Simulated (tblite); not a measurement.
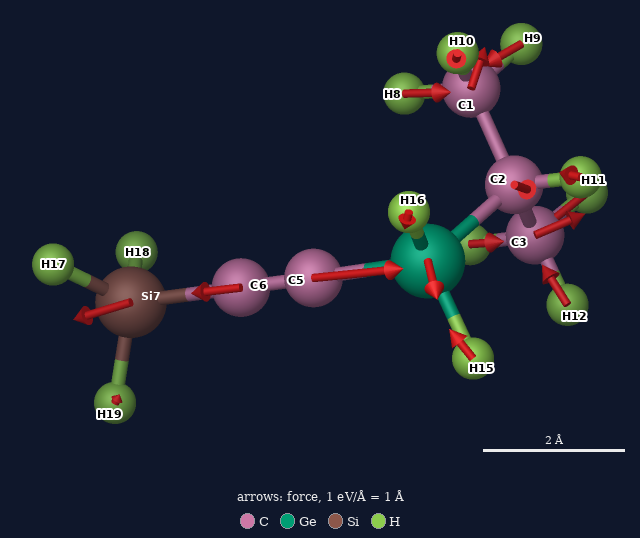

Starting geometry of C$_{5}$H$_{12}$GeSi with the computed forces as red arrows. The picture is a ball-and-stick view, seen from a free direction.

Computed with GFN2-xTB geometry optimisation, gas phase in tblite 0.8.0. 

Is this structure relaxed? If not, where do the atoms go?

Answer. It isn't relaxed: the largest force vector, on a C atom, is 1.58 eV/Å. The final displacements follow the starting forces only in part (cosine between the two patterns 0.50). An H atom moves most after the best rigid fit: 0.088 Å. Largest moves by element: H 0.088 Å, C 0.056 Å, Ge 0.033 Å, Si 0.028 Å. Near-neighbour distances that change, for instance: Ge–H 1.550 → 1.507 Å, C–Ge 1.957 → 1.997 Å, C–H 1.127 → 1.090 Å, C–Si 1.820 → 1.850 Å. Among the angles between lasting bonds that change: C–Ge–H 109.0° → 112.4°, C–Ge–H 109.9° → 107.3°, H–Ge–H 109.9° → 107.7°. Over 30 geometry steps the energy falls by 0.146 eV. The run took 0.21 s on 1 thread of Arm Neoverse V2 (shared host).
